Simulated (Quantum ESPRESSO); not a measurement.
# Energy mapping worked by hand: NiO

Can a spin model with one coupling foretell the energy of a further order of NiO?

Program: Quantum ESPRESSO 7.5. Level of theory: PBE with U = 6 eV on Ni d (ortho-atomic projectors); plane waves with GBRV 1.5 PBE potentials, no spin-orbit coupling. Results are calculated unless marked as measured.

Experimental background.

“Observation and resonant x-ray optical interpretation of multi-atom resonant photoemission effects in O 1s emission from NiO” (2006, arxiv:cond-mat/0609101) quotes from earlier work for NiO, rock salt (literature value for NiO): ordering temperature (Neel temperature) 524 K [Literature value cited from another work, not measured on this sample.].

## (1) Set-up

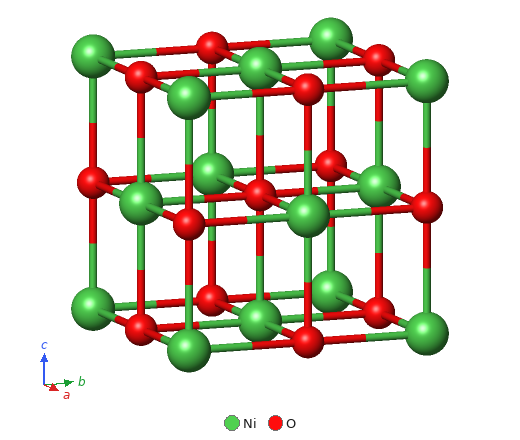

The cell as given, slightly off an axis (nickel green, oxygen red). This picture shows the conventional cell, with its axes. Some periodic images of atoms are drawn too.

The cell comes from the Crystallography Open Database.

## (2) The parallel order

All energies count from this run.

The input, pw.in:

```
&CONTROL
  calculation = 'scf'
  prefix = 'pwscf'
  outdir = './tmp'
  pseudo_dir = './pseudo'
  disk_io = 'nowf'
  tprnfor = .true.
  tstress = .true.
/
&SYSTEM
  ibrav = 0
  celldm(1) = 8
  nat = 2
  ntyp = 2
  ecutwfc = 40
  ecutrho = 280
  nbnd = 20
  occupations = 'smearing'
  smearing = 'fd'
  degauss = 0.00734986
  nspin = 2
  starting_magnetization(1) = 0.1111
  starting_magnetization(2) = 0
/
&ELECTRONS
  conv_thr = 4d-09
  electron_maxstep = 150
  mixing_beta = 0.3
/
ATOMIC_SPECIES
Ni     58.6934 ni_pbe_v1.4.uspp.F.UPF
O      15.9990 o_pbe_v1.2.uspp.F.UPF
CELL_PARAMETERS alat
   0.0000000000000    0.4927228531442    0.4927228531442
   0.4927228531442    0.0000000000000    0.4927228531442
   0.4927228531442    0.4927228531442    0.0000000000000
ATOMIC_POSITIONS crystal
Ni      0.0000000000    0.0000000000    0.0000000000
O       0.5000000000    0.5000000000    0.5000000000
K_POINTS automatic
12 12 12 0 0 0
HUBBARD {ortho-atomic}
U Ni-3d 6.0000
```

Run with:

```bash
$ OMP_NUM_THREADS=1 mpirun -n 2 pw.x -nk 2 -in pw.in > pw.out
```

What it wrote:

```text
Program PWSCF v.7.5 starts
     [... lines left out ...]
     number of atoms/cell      =            2
     [... lines left out ...]
     number of electrons       =        24.00
     number of Kohn-Sham states=           20
     kinetic-energy cutoff     =      40.0000  Ry
     charge density cutoff     =     280.0000  Ry
     scf convergence threshold =      4.0E-09
     [... lines left out ...]
     48 Sym. Ops., with inversion, found
     [... lines left out ...]
     number of k points=    72  Fermi-Dirac smearing, width (Ry)=  0.0073
     [... lines left out ...]
     iteration # 12     ecut=    40.00 Ry     beta= 0.30
     [... lines left out ...]
     Magnetic moment per site  (integrated on atomic sphere of radius R)
     atom   1 (R=0.203)  charge= 15.6076  magn=  1.7295
     atom   2 (R=0.203)  charge=  5.7392  magn=  0.2096
     [... lines left out ...]
     Tr[ns(  1)] (up, down, total) =   4.97593  3.22432  8.20025
     [... lines left out ...]
     the Fermi energy is    14.7813 ev
!    total energy              =    -375.41720605 Ry
     estimated scf accuracy    <          2.9E-09 Ry
     smearing contrib. (-TS)   =      -0.00000011 Ry
     [... lines left out ...]
     total magnetization       =     2.00 Bohr mag/cell
     absolute magnetization    =     2.01 Bohr mag/cell
     convergence has been achieved in  12 iterations
     [... lines left out ...]
     Total force =     0.000000     Total SCF correction =     0.000000
     [... lines left out ...]
          total   stress  (Ry/bohr**3)                   (kbar)     P=      113.39
     [... lines left out ...]
   JOB DONE.
```

Wall time 19 s (2 MPI ranks of Arm Neoverse V1, shared host); peak memory 0.17 GiB.

Spin moment in the atom's sphere by atom:

```csv
atom,spin moment in the atom's sphere (μB)
Ni1,1.73
O2,0.21
```

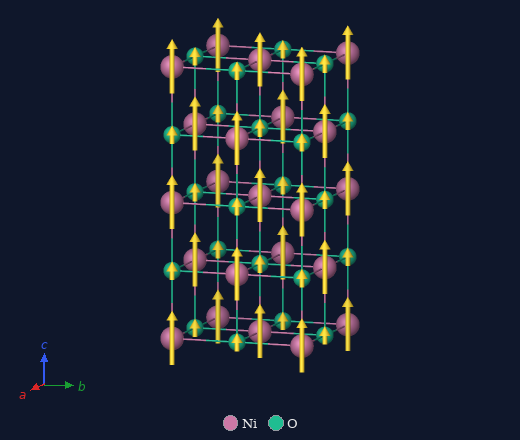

Spin moment in the atom's sphere as arrows, the longest 1.73 μB. Up and down stand for the sign. Arrows give size and sign along the axis of quantisation, drawn up and down the page. Each arrow also spans its atom, so small moments look longer than they are. 1×1×2 conventional cells are drawn. Some periodic images of atoms are drawn too.

Read from the output:

```
smearing term TS       : 1.51e-6 eV
pressure               : 11.34 GPa
magnetization          : 2 μB
absolute magnetization : 2.014 μB
final state            : ferromagnetic
```

## (3) The orders used for the fit

The other orders were run with the same settings, on meshes that hold the same points. Free energies are divided by the number of Ni atoms; q is in fractions of the reciprocal vectors of the first run's cell.

```csv
order,atoms,mesh,free energy (eV),eV per Ni,largest moment (μB)
F +,2,12×12×12,-5107.8113,-5107.8113,1.73
"AF q=(0,1/2,1/2) +-",4,12×6×12,-10215.6008,-5107.8004,1.74
```

## (4) Counting neighbours

With E = −Σ J e_i·e_j over ordered pairs of unit vectors, turning a neighbour from parallel to opposed costs 2J a Ni atom. So an order lies 2 Σ n J over the parallel one, n being the opposed neighbours in each shell.

```csv
shell,distance (Å),neighbours,"opposed in AF q=(0,1/2,1/2) +-","opposed in AF q=(0,0,1/2) +-"
J1,2.95,12,8,6
J2,4.17,6,0,6
```

Only J1 is kept, as an effective coupling that takes up all reversed shells.

## (5) Solving

```
2 × 8 × J1 = +10.9 meV    (AF q=(0,1/2,1/2) +-)
J1 = +0.68 meV
```

## (6) The test

The couplings now give the orders that were left out:

```
2 × 6 × (+0.68) = +8.2 meV    (AF q=(0,0,1/2) +-)
```

The runs themselves:

```csv
order,atoms,mesh,free energy (eV),eV per Ni,largest moment (μB),over the parallel order (meV),foretold (meV)
"AF q=(0,0,1/2) +-",4,12×12×6,-10215.8315,-5107.9157,1.67,-104.4,+8.2
```

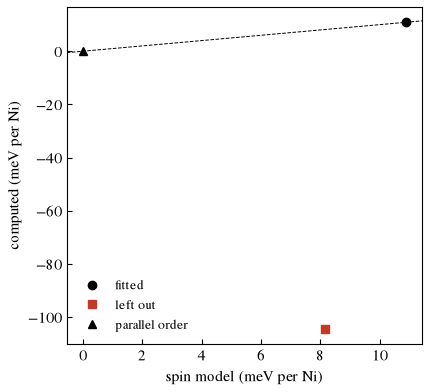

Computed energies of the orders against the model; the dashed line marks agreement.

## (7) One more shell

One way to take up the miss is the next shell. Both differences then fix both couplings, and no order is left for a test.

```
2 × 8 × J1 = +10.9 meV    (AF q=(0,1/2,1/2) +-)
2 × 6 × J1 + 2 × 6 × J2 = -104.4 meV    (AF q=(0,0,1/2) +-)
J1 = +0.68 meV
J2 = -9.38 meV
```

## (8) Mean-field temperature

```
gain of AF q=(0,0,1/2) +- over disorder = (12 − 2 × 6) × (+0.68) + (6 − 2 × 6) × (-9.38) = 56.3 meV
T = 2 × 56.3 / (3 × 0.08617) = 435 K
```

## (9) Summary of results

```
effective J1 (Ni–Ni at 2.95 Å)      : 0.68 meV
largest miss on the orders left out : 113 meV
J1 with two shells                  : 0.68 meV
J2 with two shells                  : -9.38 meV
mean-field ordering temperature     : 435 K
```

**Reading.** The model misses the order left out by 113 meV, 108 % of the largest energy difference, so it fails: these couplings alone don't describe the crystal. With the next shell added the couplings are J1 = +0.68 and J2 = -9.38 meV, untested. The largest moment changes by 3.6 % between the orders. Shells that were dropped are folded into the couplings or show in the miss. Mean field overstates the temperature of the model, and classical spins understate it for small quantum spins, by up to the factor (S+1)/S. Energies are free energies at an electronic temperature of 1160 K, which lowers moments and differences where the moments are itinerant.

Comparison with the measured values:

| quantity | measured | mean field |
| --- | --- | --- |
| ordering temperature (K) | 524 | 435 (-16.9 %) |

Measured values from arxiv:cond-mat/0609101 (2006).

Verdict: The ordering temperature is off by -16.9 %: fair agreement. Mean-field temperatures run high for given couplings and spin length. No cell relaxation is part of this session.

[Logs and program files are shortened in this print: banners, set-up blocks, solver, clock and traceback lines can be left out without a mark of their own.]

[Logs are printed without paths, hosts, clocks, repeated set-up lines and the standing remarks that a program may print on its own settings, such as how far it seeks lower states.]

[Hosts, paths, dates, database ids (printed as entryN), source tags and the programs' standing remarks are cut or masked in the printed files.]

[Where a cell is said to come from a database of computed structures, the database is the Materials Project.]
